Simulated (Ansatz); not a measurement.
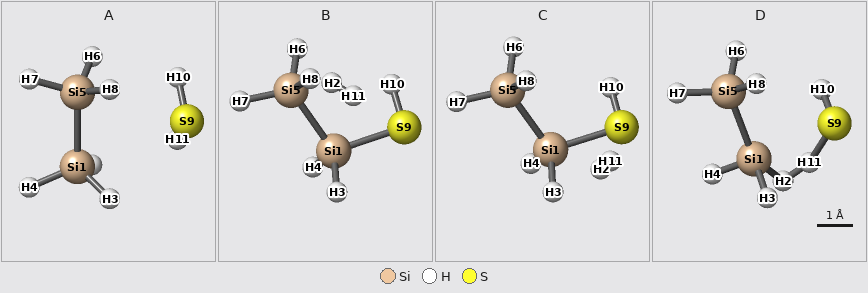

4 geometries from a converged minimum-energy path of Si₂H₈S, made up of Si2H6 and H2S, shuffled. Style: ball-and-stick. Shown at a tilt.

Level of theory: RKS LDA/def2-SVP in Ansatz 0.2.0. Settings: 5 movable images; climbing image; force threshold 0.05 eV/Å; iteration limit 60; starting path through a guess of the saddle point.

**One of them is the converged climbing image. Which?**

D. In order along the path, whose images run from 0 to 6: A (image 0, 0.00 eV), D (image 2, +1.56 eV), C (image 4, −0.18 eV), B (image 6, −0.16 eV). Breaking: S9–H11 (1.36 → 1.72 at the top → 2.87 Å), Si1–H2 (1.51 → 1.74 at the top → 3.42 Å). Forming: H2–H11 (2.57 → 0.99 at the top → 0.79 Å), Si1–S9 (3.41 → 2.53 at the top → 2.16 Å).

Limits of the set-up: the start holds two separate molecules, 2.6 Å apart at their closest, whose relative position is a soft coordinate and is computed without a dispersion correction.

Cost: 110 s on 2 threads of Arm Neoverse V1, on a shared host, peak memory 0.13 GiB.
